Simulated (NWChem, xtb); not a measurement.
# A ladder of methods for GaBrClF (SMILES [F][Ga]([Cl])[Br])

GaBrClF has 4 atoms, charge 0, and is taken as a singlet. As SMILES, `[F][Ga]([Cl])[Br]`. The coordinates come from a PBE0-D4/def2-TZVP relaxation.

Quantity: the dipole moment, in D. The values are calculated.

```json
{"level": "GFN0-xTB", "kind": "semi-empirical", "program": "xtb", "value (D)": "0.78", "CPU time": "under 2 s"}
{"level": "GFN1-xTB", "kind": "semi-empirical", "program": "xtb", "value (D)": "0.96", "CPU time": "under 2 s"}
{"level": "GFN2-xTB", "kind": "semi-empirical", "program": "xtb", "value (D)": "3.17", "CPU time": "under 2 s"}
{"level": "HF/STO-3G", "kind": "Hartree–Fock", "program": "NWChem", "value (D)": "1.25", "CPU time": "7.1 s"}
{"level": "HF/3-21G", "kind": "Hartree–Fock", "program": "NWChem", "value (D)": "0.84", "CPU time": "7.9 s"}
{"level": "HF/def2-SVP", "kind": "Hartree–Fock", "program": "NWChem", "value (D)": "1.15", "CPU time": "62 s"}
{"level": "HF/6-311G**", "kind": "Hartree–Fock", "program": "NWChem", "value (D)": "1.17", "CPU time": "1.9 min"}
{"level": "B3LYP/6-31G* (spherical functions)", "kind": "global hybrid", "program": "NWChem", "value (D)": "0.93", "CPU time": "43 s"}
{"level": "PBE0/def2-SVP", "kind": "global hybrid", "program": "NWChem", "value (D)": "1.04", "CPU time": "48 s"}
{"level": "B3LYP/6-31G* (Cartesian functions)", "kind": "global hybrid", "program": "NWChem", "value (D)": "0.90", "CPU time": "45 s"}
```

All-electron rows without a relativistic Hamiltonian named are non-relativistic. The values span 0.78 to 3.17 D. Magnitudes only. Sets without polarisation functions give poor dipoles. Times are those of the runs behind each value, whatever else they computed, on shared processors of several kinds: orders of magnitude only.

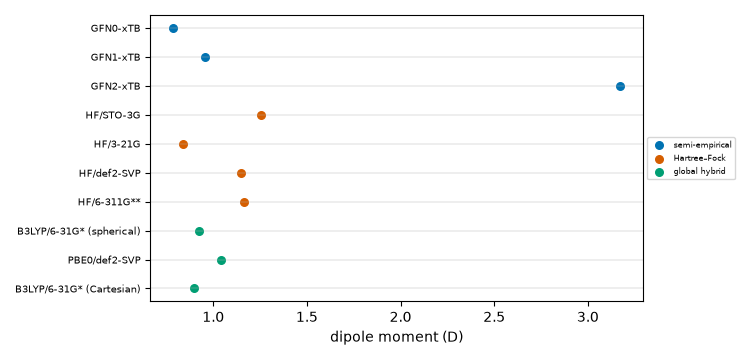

The values of the table, level by level.
